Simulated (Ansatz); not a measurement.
# Zn5CdSe6: from a guess to a relaxed structure, part 2 of 2

Aim: relax a trial structure of Zn5CdSe6 and see where it ends.

Ansatz 0.2.0; DFT PBE, scalar-relativistic, plane waves, PAW. The steps go on from the part before.

## (3) Coarse relaxation

Contents of input.yaml:

```yaml
crystal:
  lattice:
    - [3.97678936, 0.0, 0.0]
    - [0.0, 3.97678936, 0.0]
    - [0.0, 0.0, 16.87208833]
  atoms:
    - { symbol: Zn, position: [0.0, 0.0, 0.83333333] }
    - { symbol: Zn, position: [0.5, 0.5, 0.66666667] }
    - { symbol: Zn, position: [0.0, 0.0, 0.5] }
    - { symbol: Zn, position: [0.5, 0.5, 0.33333333] }
    - { symbol: Zn, position: [0.0, 0.0, 0.16666667] }
    - { symbol: Cd, position: [0.5, 0.5, 0.0] }
    - { symbol: Se, position: [0.5, 0.0, 0.75] }
    - { symbol: Se, position: [0.0, 0.5, 0.58333333] }
    - { symbol: Se, position: [0.5, 0.0, 0.41666667] }
    - { symbol: Se, position: [0.0, 0.5, 0.25] }
    - { symbol: Se, position: [0.5, 0.0, 0.08333333] }
    - { symbol: Se, position: [0.0, 0.5, 0.91666667] }
basis:
  ecutwfc: 420
kpoints:
  mp_grid: { grid: [4, 4, 1] }
hamiltonian:
  xc: pbe
scf:
  occupations: { method: gaussian, width: 0.1 }
  lower_state_search: "off"
output:
  forces: true
  stress: true
  eigenvalues: true
relax:
  adjacent_minimum: "off"
  f_tol: 0.04
  max_steps: 70
  cell: { stress_tol: 0.4 }
```

On the command line:

```bash
$ ansatz run input.yaml --threads 1 --pin off --max-ram 2560MiB --backend cpu --events-out ev --progress --plain --runs-dir out
```

Log:

```text
Warning: RAYON_NUM_THREADS=1 ignored (pool sized by the plan → 1); use --threads N
Engine: ansatz 0.2.0, aarch64-unknown-linux-gnu
Pseudopotentials: kind: paw
Pseudopotential: Zn, paw, valence charge 12, recommended cutoff 420 eV (normal), Zn.paw.azcp
Pseudopotential: Cd, paw, valence charge 20, recommended cutoff 420 eV (normal), Cd.paw.azcp
Pseudopotential: Se, paw, valence charge 16, recommended cutoff 420 eV (normal), Se.paw.azcp
Functional definition: PBE
  parameter kappa = 0.804
  parameter beta = 0.06672455060314922
  exchange = pbe_x(kappa = kappa, mu = beta*pi^2/3)
  correlation = pbe_c(beta = beta)
Crystal: 12 atoms, lattice volume = 266.830 Å³
Basis set: ecut = 420 eV, 5225 PW (Γ), exchange–correlation on 54×54×240 points (8 copies of the dense FFT grid, shifted against one another)
Bands: 106, of which v1, the nominal top of the filled ones, is band 88 counted from 1 (87 counted from 0)
Symmetry: 8 space group operations
Space group: P-4m2 (ITA 115), of the structure as read, at distance tolerance 6.4e-5 Å
k-points: 6 of 16
Non-local potential: Zn, projectors of the file, l = 0: 2, l = 1: 2, l = 2: 3, l = 3: 1
Non-local potential: Cd, projectors of the file, l = 0: 3, l = 1: 2, l = 2: 2, l = 3: 1
Non-local potential: Se, projectors of the file, l = 0: 2, l = 1: 2, l = 2: 3, l = 3: 1
PAW form: soft (Blöchl's): semilocal exchange-correlation on the pseudo side does not see the compensation charge
PAW one-centre angular grid: Zn, 590 points (default); XC on 64 Gauss nodes
PAW one-centre angular grid: Cd, 590 points (default); XC on 64 Gauss nodes
PAW one-centre angular grid: Se, 590 points (default); XC on 64 Gauss nodes
Initial density: superposition of atomic densities (neutral atoms: chi_scale 0, normalization atom), corrected by the library's trained network
Initial wavefunctions: pseudopotential atomic-orbital guess
Functional: x = pbe(κ = 0.804, μ = 0.2195149727645171), c = pbe(β = 0.06672455060314922)
SCF iter   1: F=—  HF=-57671.287101 eV  |F-HF|=—  |Δ(HF+E_count)|=         —  Δρ=6.45e-4  dr2=5.77e-3  ethr=1.77e-3  ⟨swp⟩=6.7  Hψ=2257  notcnv=0  defer=5
preconditioner: auto → Resta (q_TF=auto, 2.545 Å⁻¹)  ε∞=5.2  [insulator: Δε(μ)=1.293 eV  Ē_g=11.462 eV  σ=0.100 eV  W_gap=1.00  n_scr=84 (ndim 8)  ℏωp=23.6 eV  f_vac=0.115  D(μ)=0.00/eV (n_scr^D=0)  ε∞_Penn≈5.2]
SCF iter   2: F=—  HF=-57671.290185 eV  |F-HF|=—  |Δ(HF+E_count)|=   3.08e-3  Δρ=4.68e-4  dr2=1.16e-3  ethr=3.28e-6  ⟨swp⟩=2.0  Hψ=1257  notcnv=0  defer=8
SCF iter   3: F=—  HF=-57671.290114 eV  |F-HF|=—  |Δ(HF+E_count)|=   7.03e-5  Δρ=2.95e-4  dr2=2.19e-4  ethr=6.57e-7  ⟨swp⟩=2.0  Hψ=824  notcnv=0  defer=8
SCF iter   4: F=—  HF=-57671.290051 eV  |F-HF|=—  |Δ(HF+E_count)|=   6.33e-5  Δρ=9.93e-5  dr2=3.07e-5  ethr=1.24e-7  ⟨swp⟩=2.0  Hψ=824  notcnv=0  defer=8
SCF iter   5: F=—  HF=-57671.290175 eV  |F-HF|=—  |Δ(HF+E_count)|=   1.24e-4  Δρ=4.19e-5  dr2=6.42e-6  ethr=1.74e-8  ⟨swp⟩=2.0  Hψ=1077  notcnv=0  defer=8
SCF iter   6: F=—  HF=-57671.290177 eV  |F-HF|=—  |Δ(HF+E_count)|=   2.26e-6  Δρ=1.53e-5  dr2=7.26e-7  ethr=3.65e-9  ⟨swp⟩=2.0  Hψ=891  notcnv=0  defer=8
SCF iter   7: F=-57671.290178 eV  HF=-57671.290178 eV  |F-HF|=9.69e-8  |Δ(HF+E_count)|=   5.95e-7  Δρ=5.03e-6  dr2=7.65e-8  ethr=5.68e-11  ⟨swp⟩=8.7  Hψ=3400  notcnv=0
SCF 1 converged in 7 iterations: F = -57671.290178 eV  dr2 = 7.65e-8
relax step   1: F+E_penalty+E_count = -57671.29017790 eV  Δ(F+E_penalty+E_count) = +0.000e0 eV  max|allowed force component| = 1.993e0 eV/Å  Δτ_max = 0.0000 Å  P = +7.450 GPa  Ω = 266.830 Å³  (7 SCF iters, dr2 threshold 1.00e-7 eV, accepted)
[... 15 lines left out ...]
relax step   2: F+E_penalty+E_count = -57672.22181799 eV  Δ(F+E_penalty+E_count) = -9.316e-1 eV  max|allowed force component| = 1.152e-1 eV/Å  Δτ_max = 0.1948 Å  P = +1.284 GPa  Ω = 288.094 Å³  energy of the carried Pulay correction = -7.022e-3 eV  (8 SCF iters, dr2 threshold 1.20e-6 eV, accepted)
[... 12 lines left out ...]
relax step   3: F+E_penalty+E_count = -57672.25802014 eV  Δ(F+E_penalty+E_count) = -3.620e-2 eV  max|allowed force component| = 3.687e-2 eV/Å  Δτ_max = 0.0489 Å  P = +0.255 GPa  Ω = 293.145 Å³  energy of the carried Pulay correction = -8.612e-3 eV  (7 SCF iters, dr2 threshold 1.20e-6 eV, accepted)
[... 13 lines left out ...]
relax step   4: F+E_penalty+E_count = -57672.26630213 eV  Δ(F+E_penalty+E_count) = -8.282e-3 eV  max|allowed force component| = 3.752e-2 eV/Å  Δτ_max = 0.0000 Å  P = +0.249 GPa  Ω = 293.145 Å³  stress off target by 2.55e-1 GPa  SCF on the basis re-selected at this cell (its energy is not comparable with the rows above)  (8 SCF iters)
basis re-selected at this cell: Δ(F+E_penalty+E_count) = -8.282e-3 eV, ΔP = -0.005 GPa vs the last step (what re-selecting the basis moved, of the pressure what is left beyond the Pulay correction that the steps carried, after the strain that the cell walked since its last selection, with what the two solves' SCF thresholds leave and, on support functions, any second-order correction that the steps lacked; it is no measure of the basis error at this ecutwfc). The dense FFT grid was sized anew with the basis: this SCF ran on 30×30×120 points, the steps before it on 27×27×120, so part of this shift can come from that change (see relax.cell in the input reference). This SCF's stress stands 2.55e-1 GPa from its target on what of the cell is left free (relax.cell.stress_tol is 4.00e-1 GPa) and its largest allowed force component is 3.75e-2 eV/Å (relax.f_tol is 4.00e-2 eV/Å): within both
SCF converged after 8 iterations
Free energy (F): -57672.266302 eV
Harris-Foulkes:  -57672.266302 eV  (|F-HF|=1.43e-9)
Internal energy: -57672.266302 eV  (E = F + TS)
E sigma→0 (E₀):  -57672.266302 eV
Fermi energy:    6.996373 eV
--- Per-component energies (eV) ---
  E_band       = -2857.989737
  E_kinetic    = 1870.313511
  E_local      = -28722.225903  (includes V_loc(G=0)·N_el)
  E_nonlocal   = -468.270041
  E_hartree    = 13373.443097
  E_xc         = -1485.791763
  E_vxc        = -1067.688061  (∫ρ·V_xc dr)
  E_paw        = -24694.291696  (= ΣΔE_a)
  E_vpaw       = -1217.000865  (= ΣTr[D̂ρ^β])
  E_aug_tail   = -0.005220  (compensation charges beyond the density's cutoff)
  E_ewald      = -17545.438287
  E_smearing   = -0.000000  (= −TS)
  E_closure    = 0.000000  (closes the sum)
  Σ components = -57672.266302   (vs F -57672.266302, Δ=0.00e0)
--- Forces (eV/Å), atoms counted from 1 ---
  atom   1  Zn     0.00000000     0.00000000    -0.02479300
  atom   2  Zn     0.00000000     0.00000000    -0.00175119
  atom   3  Zn     0.00000000     0.00000000     0.00000000
  atom   4  Zn     0.00000000     0.00000000     0.00175119
  atom   5  Zn     0.00000000     0.00000000     0.02479300
  atom   6  Cd     0.00000000     0.00000000     0.00000000
  atom   7  Se    -0.00000000     0.00000000    -0.00232338
  atom   8  Se    -0.00000000     0.00000000     0.00423141
  atom   9  Se    -0.00000000     0.00000000    -0.00423141
  atom  10  Se    -0.00000000     0.00000000     0.00232338
  atom  11  Se    -0.00000000     0.00000000     0.03752339
  atom  12  Se    -0.00000000     0.00000000    -0.03752339
  max |Σ_I F_I| component: 1.24e-15 eV/Å
--- Stress (GPa, compression-positive) ---
        0.255205       0.000000       0.000000
        0.000000       0.255205       0.000000
        0.000000       0.000000       0.237653
  P = ⅓ Tr σ = 0.2494 GPa (2.494 kbar)
--- Band table (eV; the first three rows and the last of 6) ---
  k-point 0: bands = ["-95.1803", "-56.2591", "-56.2591", "-56.2304", "-40.2660", "-40.2659", "-40.2658", "-40.2658", "-40.2645", "-40.2645", "-40.2645", "-40.2645", "-40.2643", "-40.2643", "-40.2642", "-40.2642", "-40.2619", "-40.2619", "-40.2617", "-40.2617", "-40.2608", "-40.2607", "-40.2606", "-40.2606", "-40.2207", "-40.2207", "-40.2187", "-40.2187", "-40.2084", "-40.2084", "-40.1977", "-40.1976", "-40.1969", "-40.1969", "-6.4688", "-6.2958", "-6.1780", "-5.8302", "-5.7387", "-5.5370", "-1.3283", "-1.3283", "-1.2927", "-1.1802", "-1.0703", "0.0882", "0.0908", "0.0917", "0.0917", "0.1050", "0.1215", "0.1222", "0.1222", "0.1787", "0.1787", "0.2224", "0.2348", "0.2348", "0.2883", "0.2883", "0.3297", "0.4060", "0.4110", "0.4166", "0.4219", "0.4259", "0.4333", "0.4483", "0.4596", "0.5517", "2.0100", "2.8880", "2.8900", "4.4143", "4.4143", "4.6512", "4.6732", "4.7768", "4.7768", "4.9701", "4.9701", "5.7907", "5.7907", "5.9458", "5.9458", "6.4648", "6.5025", "6.5025", "7.4832", "9.3699", "9.4363", "9.5936", "9.7925", "9.9999", "10.0354", "10.2803", "10.4523", "11.2533", "11.2584", "12.3430", "12.3430", "12.3453", "13.2925", "13.2925", "13.4211", "13.4211"]
[... 3 lines left out ...]
--- Relaxed structure (3 steps of the walk, 3 accepted, 1 SCFs on fresh bases) ---
  F+E_penalty+E_count = -57672.26630213 eV   max|allowed force component| = 3.752e-2 eV/Å   (the final SCF, on the basis selected at the relaxed cell)
  cell:  # Å, volume = 293.1449 Å³
    - [4.106122010845901, 0.0, 2.379350362714534e-34]
    - [0.0, 4.106122010845901, 0.0]
    - [1.009472865008298e-33, 0.0, 17.386757889939712]
  atoms:
    - { symbol: Zn, position: [-1.802476787899634e-33, 0.0, 0.8239345455888785] }
    - { symbol: Zn, position: [0.49999999999999994, 0.49999999999999994, 0.6619261110291367] }
    - { symbol: Zn, position: [-1.754047520718452e-33, 0.0, 0.49999999999999994] }
    - { symbol: Zn, position: [0.49999999999999994, 0.49999999999999994, 0.33807388897086327] }
    - { symbol: Zn, position: [9.579914414277653e-34, 0.0, 0.17606545441112134] }
    - { symbol: Cd, position: [0.49999999999999994, 0.49999999999999994, 1.3708822461076708e-19] }
    - { symbol: Se, position: [0.49999999999999994, 0.0, 0.7428749522542227] }
    - { symbol: Se, position: [-1.3666133832689921e-33, 0.49999999999999994, 0.5809218947146639] }
    - { symbol: Se, position: [0.49999999999999994, 0.0, 0.41907810528533596] }
    - { symbol: Se, position: [1.4422841132395899e-33, 0.49999999999999994, 0.25712504774577727] }
    - { symbol: Se, position: [0.49999999999999994, 0.0, 0.09597314506790013] }
    - { symbol: Se, position: [-3.2795694369256994e-33, 0.49999999999999994, 0.9040268549320997] }
```

Run time: 95 s. Hardware: 1 thread of Arm Neoverse V1, shared host; peak memory 0.61 GiB.

Relaxation path:

```csv
step,energy from step 1 (eV/cell),largest force component (eV/Å),pressure (GPa),volume (Å³)
1,0.0000,1.9928,7.45,266.83
2,-0.9316,0.1152,1.28,288.09
3,-0.9678,0.0369,0.25,293.14
4,-0.9761,0.0375,0.25,293.14
```

Step 1 is the start. Step 4 repeats the geometry before it on a plane-wave basis chosen anew for that cell, so its energy need not be comparable with the rows above.

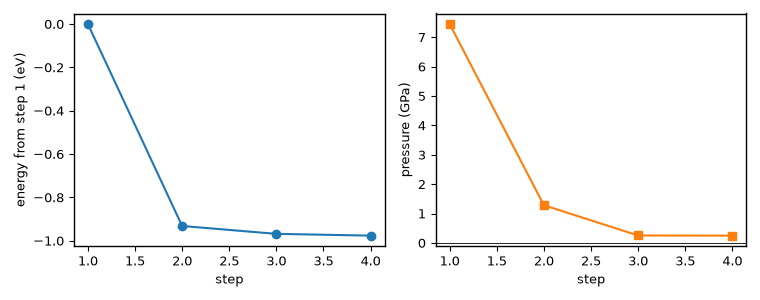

Energy and pressure along the relaxation.

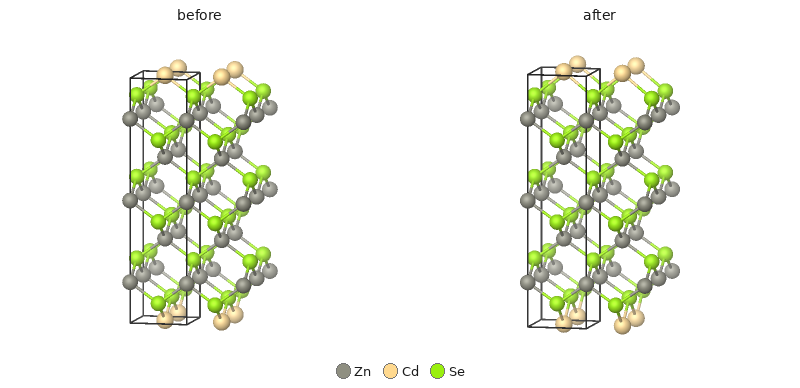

Before and after, at one scale.

|  | before | after | change |
| --- | --- | --- | --- |
| a (Å) | 3.977 | 4.106 | +3.3 % |
| b (Å) | 3.977 | 4.106 | +3.3 % |
| c (Å) | 16.872 | 17.387 | +3.1 % |
| volume (Å³/atom) | 22.24 | 24.43 | +9.9 % |
| shortest distance (Å) | 2.435 | 2.481 | +1.9 % |
| space group (0.01 Å) | P-4m2 | P-4m2 | same |

The run keeps the 8 symmetry operations of the start, so it could not have lowered the symmetry.

## (4) Relaxation on the finer mesh

The end of the coarse run is made exact in the group found at a tolerance of 0.06 Å and reduced to its primitive cell.

Contents of input.yaml:

```yaml
crystal:
  lattice:
    - [4.1061220108, 0.0, 0.0]
    - [0.0, 4.1061220108, 0.0]
    - [0.0, 0.0, 17.3867578899]
  atoms:
    - { symbol: Zn, position: [0.0, 0.0, 0.8239345456] }
    - { symbol: Zn, position: [0.5, 0.5, 0.661926111] }
    - { symbol: Zn, position: [0.0, 0.0, 0.5] }
    - { symbol: Zn, position: [0.5, 0.5, 0.338073889] }
    - { symbol: Zn, position: [0.0, 0.0, 0.1760654544] }
    - { symbol: Cd, position: [0.5, 0.5, 0.0] }
    - { symbol: Se, position: [0.5, 0.0, 0.7428749523] }
    - { symbol: Se, position: [0.0, 0.5, 0.5809218947] }
    - { symbol: Se, position: [0.5, 0.0, 0.4190781053] }
    - { symbol: Se, position: [0.0, 0.5, 0.2571250477] }
    - { symbol: Se, position: [0.5, 0.0, 0.0959731451] }
    - { symbol: Se, position: [0.0, 0.5, 0.9040268549] }
basis:
  ecutwfc: 420
kpoints:
  mp_grid: { grid: [8, 8, 2] }
hamiltonian:
  xc: pbe
scf:
  occupations: { method: gaussian, width: 0.02 }
output:
  forces: true
  stress: true
  eigenvalues: true
  write_density: true
  write_potential: true
  elf: true
  volumetric_format: npy
relax:
  adjacent_minimum: "off"
  f_tol: 0.01
  max_steps: 80
  cell: { stress_tol: 0.05 }
```

On the command line:

```bash
$ ansatz run input.yaml --threads 1 --pin off --max-ram 2560MiB --backend cpu --events-out ev --progress --plain --runs-dir out
```

Log, shortened:

```text
Warning: RAYON_NUM_THREADS=1 ignored (pool sized by the plan → 1); use --threads N
[...]
[... 5 set-up lines as earlier in the session ...]
[...]
Crystal: 12 atoms, lattice volume = 293.145 Å³
Basis set: ecut = 420 eV, 5747 PW (Γ), exchange–correlation on 60×60×240 points (8 copies of the dense FFT grid, shifted against one another)
Bands: 106, of which v1, the nominal top of the filled ones, is band 88 counted from 1 (87 counted from 0)
[... 1 set-up line as earlier in the session ...]
Space group: P-4m2 (ITA 115), of the structure as read, at distance tolerance 6.6e-5 Å
k-points: 30 of 128
[...]
  cell:  # Å, volume = 294.0750 Å³
    - [4.097330665731478, 0.0, -1.889841147841749e-33]
    - [0.0, 4.097330665731478, 0.0]
    - [-8.00224893499777e-33, 0.0, 17.51685158423021]
  atoms:
    - { symbol: Zn, position: [-2.6358995235853835e-34, 0.0, 0.8233954364780594] }
    - { symbol: Zn, position: [0.5, 0.5, 0.6616488523269871] }
    - { symbol: Zn, position: [7.331171890898743e-34, 0.0, 0.5000000000000001] }
    - { symbol: Zn, position: [0.5, 0.5, 0.3383511476730131] }
    - { symbol: Zn, position: [-2.5186398598855724e-34, 0.0, 0.17660456352194087] }
    - { symbol: Cd, position: [0.5, 0.5, 1.6628780429352993e-20] }
    - { symbol: Se, position: [0.5, 0.0, 0.7424755517728121] }
    - { symbol: Se, position: [7.448431554598555e-34, 0.5, 0.5808171878429569] }
    - { symbol: Se, position: [0.5, 0.0, 0.4191828121570433] }
    - { symbol: Se, position: [-5.252255769887465e-35, 0.5, 0.257524448227188] }
    - { symbol: Se, position: [0.5, 0.0, 0.09634752620020573] }
    - { symbol: Se, position: [1.7833240521013476e-35, 0.5, 0.9036524737997944] }
```

Wall time 10 min (1 thread of Arm Neoverse V1, shared host); peak memory 0.94 GiB.

The steps of the relaxation:

```
step  energy from step 1 (eV/cell)  largest force component (eV/Å)  pressure (GPa)  volume (Å³)
   1                        0.0000                          0.0291            0.18       293.14
   2                       -0.0019                          0.0457           -0.04       294.25
   3                       -0.0024                          0.0020            0.00       294.08
   4                       -0.0027                          0.0020           -0.01       294.08
```

Step 1 is the start. Step 4 repeats the geometry before it on a plane-wave basis chosen anew for that cell, so its energy need not be comparable with the rows above.

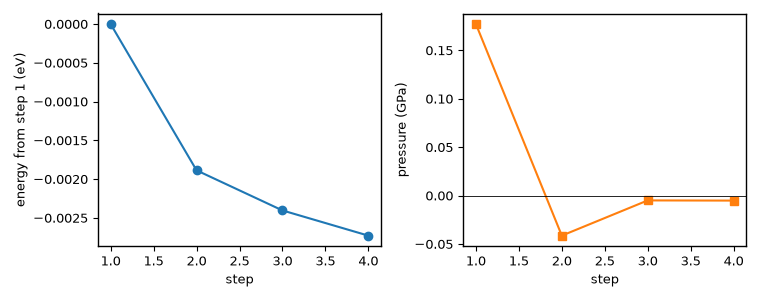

Energy and pressure along the relaxation.

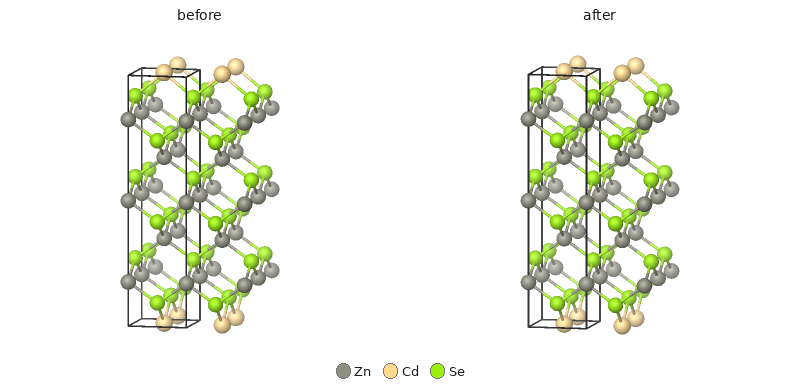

Before and after, at one scale.

|  | before | after | change |
| --- | --- | --- | --- |
| a (Å) | 4.106 | 4.097 | -0.2 % |
| b (Å) | 4.106 | 4.097 | -0.2 % |
| c (Å) | 17.387 | 17.517 | +0.7 % |
| volume (Å³/atom) | 24.43 | 24.51 | +0.3 % |
| shortest distance (Å) | 2.481 | 2.485 | +0.2 % |
| space group (0.01 Å) | P-4m2 | P-4m2 | same |

Forces and stress were held to the start's 8 operations: a distortion of lower symmetry was not tested.

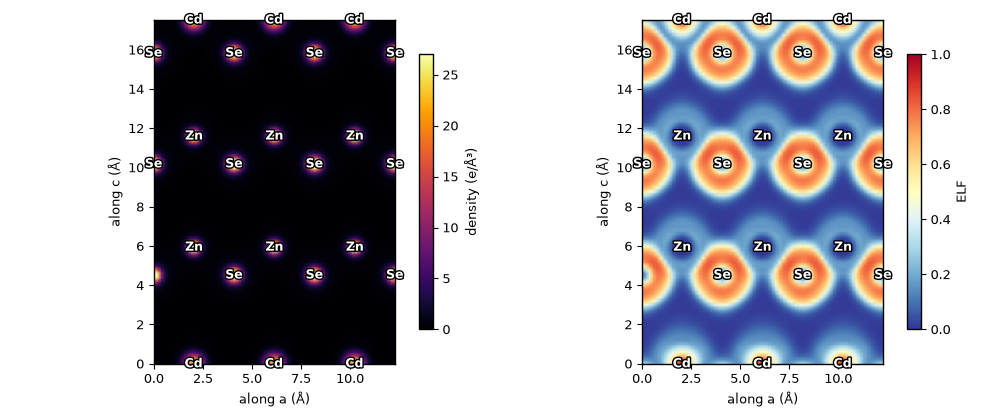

Density (left) and ELF (right) in a lattice plane of the grid's cell (edges 4.10 and 17.52 Å, at 0.500 of the third edge), which holds Zn and Cd and Se. Only atoms in the plane are labelled; the density scale stops at 27.00 e/Å³. Both are smooth fields of the valence electrons: close to the nuclei they are not physical.

The highest ELF values outside the cores: 0.83 on the Se–Zn line, 0.9 Å from Se; 0.83 in the shell around Se, 0.9 Å from Se.

## (5) Results

This closing draws on all 2 parts. Changes of volume or cell count from the first structure of part 1.

| quantity | value |
| --- | --- |
| symmetry at the end (tolerance 0.02 Å) | space group P-4m2 (No. 115) |
| conventional cell | a = 4.097 Å, b = 4.097 Å, c = 17.517 Å, α = 90.00°, β = 90.00°, γ = 90.00° |
| volume | 24.51 Å³/atom |
| energy over the elements | -0.69 eV/atom |
| gap on the mesh | 0.96 eV |

**Reading.** The space group P-4m2 (No. 115) is kept, and the volume per atom grows by 10.2 % from the first guess. A negative formation energy is needed for stability but isn't enough; other structures and compounds were not set against it here. No finished test with a distortion of lower symmetry is shown, so the end may be a saddle point.
